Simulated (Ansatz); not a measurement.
A series of calculations on Al2NH7O

## 1. Relaxation

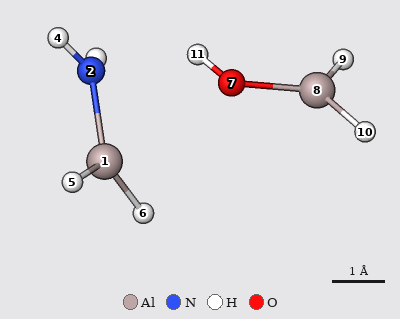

Starting structure of Al2NH7O. A ball-and-stick model, seen at a tilt.

The run prepares an end point of a later path (reaction) calculation, from a guessed geometry.

Method: Ansatz 0.2.0, RHF/6-31G*.

The input:
```yaml
crystal:
  periodic: [false, false, false]
  atoms:
    - { symbol: Al, position_ang: [0.363817, -0.228909, 0.130823] }
    - { symbol: "N", position_ang: [0.01718, -0.392587, 1.963977] }
    - { symbol: H, position_ang: [-0.796055, -0.856935, 2.313304] }
    - { symbol: H, position_ang: [0.754957, -0.442816, 2.63892] }
    - { symbol: H, position_ang: [1.842634, 0.072396, -0.333048] }
    - { symbol: H, position_ang: [-0.855015, -0.507389, -0.842195] }
    - { symbol: O, position_ang: [-0.617976, 2.430028, 1.02068] }
    - { symbol: Al, position_ang: [-1.986587, 3.367418, 0.626344] }
    - { symbol: H, position_ang: [-3.385386, 3.03309, 1.299088] }
    - { symbol: H, position_ang: [-1.781808, 4.486301, -0.469427] }
    - { symbol: H, position_ang: [-0.580862, 1.776605, 1.743735] }
basis:
  gaussian: { orbitals: "6-31G*" }
hamiltonian:
  xc: hf
relax:
  f_tol: 0.03
  max_steps: 50
```

Launched with:
```bash
ansatz run input.yaml --threads 1 --pin off --max-ram 2048MiB --backend cpu --events-out ev --progress --plain --runs-dir out
```

**What does the optimiser find from here?**

The atom that moves furthest after the best rigid fit is H6 (1.58 Å). Largest moves by element: H 1.58 Å, Al 1.01 Å, O 0.43 Å, N 0.26 Å. Some distances before and after: H6–Al8 4.295 → 1.734 Å, Al1–Al8 4.325 → 2.765 Å, Al1–O7 2.971 → 1.848 Å, Al1–H6 1.584 → 1.785 Å. New bonds form, among them: Al1–O7 (2.97 → 1.85 Å), H6–Al8 (4.30 → 1.73 Å). Bond angles that change, for instance: H5–Al1–H6 125.0° → 108.5°, O7–Al8–H9 119.6° → 111.2°, Al8–O7–H11 124.8° → 131.2°. After 25 accepted moves (27 points after the start) the energy has fallen by 1.411 eV. The largest force component goes from 1.5 to 0.011 eV/Å. The line search rejected the trial steps at points 20, 22 of the run. Cost: 51 s on 1 thread of Arm Neoverse V1 (shared host), peak memory 0.15 GiB.

The structure at the end:

```xyz
11

Al    0.1678    0.6061    0.6584
N    -0.0815   -0.6242    1.9201
H    -0.8439   -0.6672    2.5633
H     0.4475   -1.4701    1.9635
H     1.4210    0.5163   -0.2946
H    -1.2791    0.9267   -0.3364
O    -0.2695    2.3069    1.2350
Al   -1.8106    2.4845    0.2099
H    -3.1117    2.3393    1.1018
H    -1.6811    3.5572   -0.9440
H     0.0161    2.7618    2.0152
```

After the run, drawn alike:

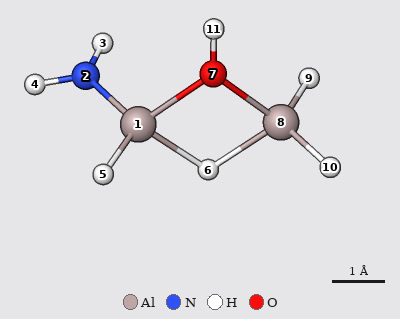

Limits of the set-up: the start holds two separate molecules, 2.3 Å apart at their closest, whose relative position is a soft coordinate and is computed without a dispersion correction; Hartree-Fock leaves out electron correlation.

## 2. Relaxation

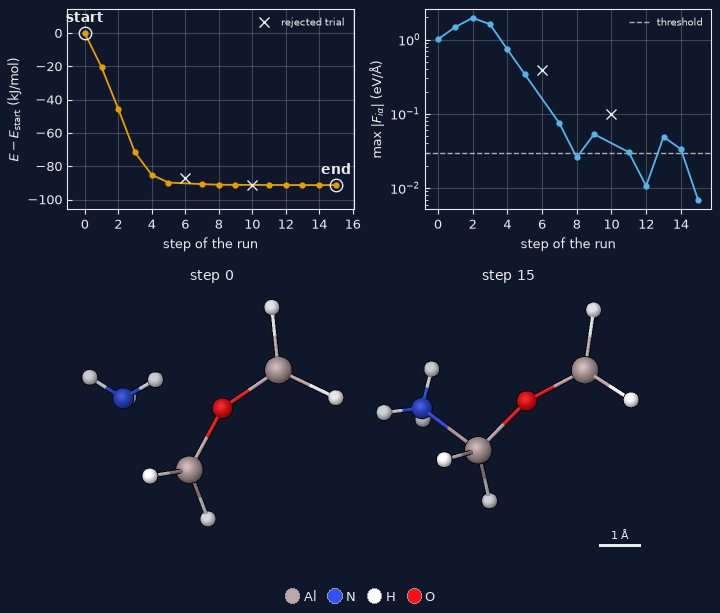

First and last geometry of a relaxation of Al₂NH₇O, with the history of the run. A ball-and-stick model, seen at a tilt.

The run prepares an end point of a later path (reaction) calculation, from a guessed geometry.

Computed with RHF/6-31G* in Ansatz 0.2.0. (no spin polarisation; force threshold 0.03 eV/Å; at most 50 steps)

Q: Did the run converge, and what did it change?

A: It converged. The largest move after the best rigid fit is that of an H atom, 0.97 Å. By element the largest moves are H 0.97 Å, Al 0.72 Å, N 0.39 Å, O 0.37 Å. Among the contacts that change: Al–N 3.103 → 2.089 Å, Al–O 1.748 → 1.723 Å, H–N 1.029 → 1.006 Å, Al–H 1.583 → 1.602 Å. New bonds form, among them: Al–N (3.10 → 2.09 Å). Among the angles between lasting bonds that change: Al–O–Al 152.0° → 159.8°, H–Al–H 123.1° → 118.2°, H–Al–H 122.0° → 119.8°. Groups turn about Al–O by about 25°. After 13 accepted moves (15 points after the start) the energy has fallen by 91.4 kJ/mol. The largest force component goes from 1 to 0.0068 eV/Å. The line search rejected the trial steps at points 6, 10 of the run. The forces were under the threshold at step 8, but the run went on from there. Cost: 29 s on 1 thread of Arm Neoverse V1, on a shared host, peak memory 0.14 GiB.

```csv
step,"E − E(0), kJ/mol","largest force component, eV/Å",note
0,0.00,1.0121,
1,-20.45,1.4785,
2,-45.55,1.9682,
3,-71.75,1.6144,
4,-85.17,0.7406,
5,-89.80,0.3441,
6,-87.13,0.3940,rejected
7,-90.76,0.0746,
8,-91.09,0.0259,
9,-91.20,0.0532,
10,-91.19,0.1009,rejected
11,-91.26,0.0304,
12,-91.31,0.0106,
13,-91.34,0.0490,
14,-91.35,0.0335,
15,-91.36,0.0068,
```

Limits of the set-up: the start holds two separate molecules, 2.2 Å apart at their closest, whose relative position is a soft coordinate and is computed without a dispersion correction; Hartree-Fock leaves out electron correlation.

## 3. Path

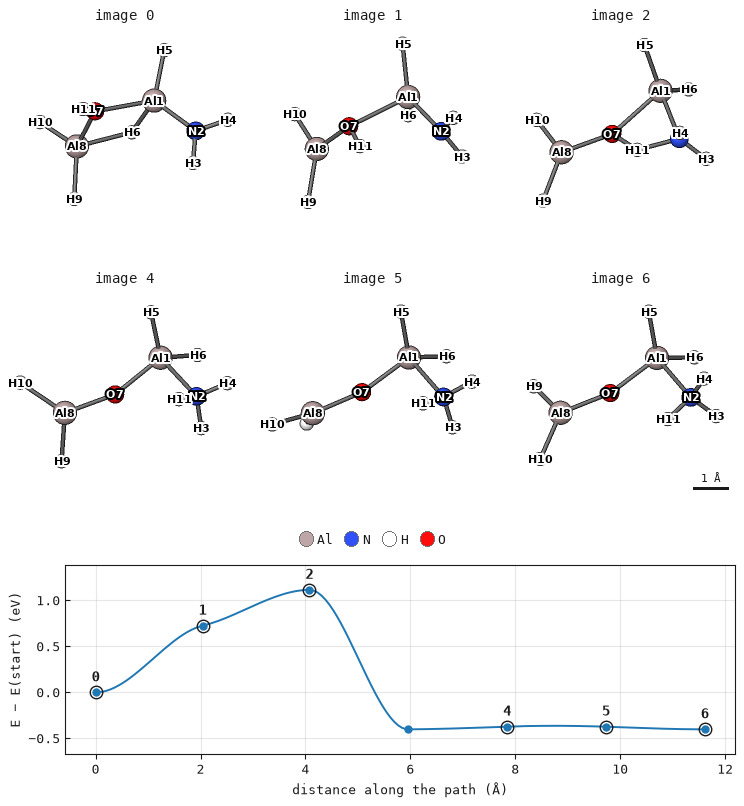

A nudged-elastic-band calculation for Al₂NH₇O. Images are numbered from 0 (start) to 6 (end). The picture is a ball-and-stick view, seen at a tilt.

Method: RHF/6-31G* (Ansatz 0.2.0). Run with 5 movable images; climbing image; force threshold 0.05 eV/Å; iteration limit 60; starting path through a guess of the saddle point.

### Describe the mechanism and the energy profile.

The highest point, image 2, lies 1.12 eV above the start and 1.52 eV above the end; the end is at −0.40 eV relative to the start. The path has more than one stage, and so few images may leave a stage unresolved. Breaking: H6–Al8 (1.73 → 4.18 at the top → 4.25 Å), O7–H11 (0.95 → 1.14 at the top → 2.75 Å). Forming: N2–H11 (3.39 → 1.39 at the top → 1.01 Å). The band converged in 48 iterations. The largest component of the band force went from 12 to 0.032 eV/Å. The climbing image converged on the top of the path. Its vibrational analysis gives one imaginary mode (1512i cm⁻¹), as a transition state must have.

Limits of the set-up: Hartree-Fock leaves out electron correlation.

The run took 6.3 min on 1 thread of Arm Neoverse V1, on a shared host, peak memory 0.15 GiB.
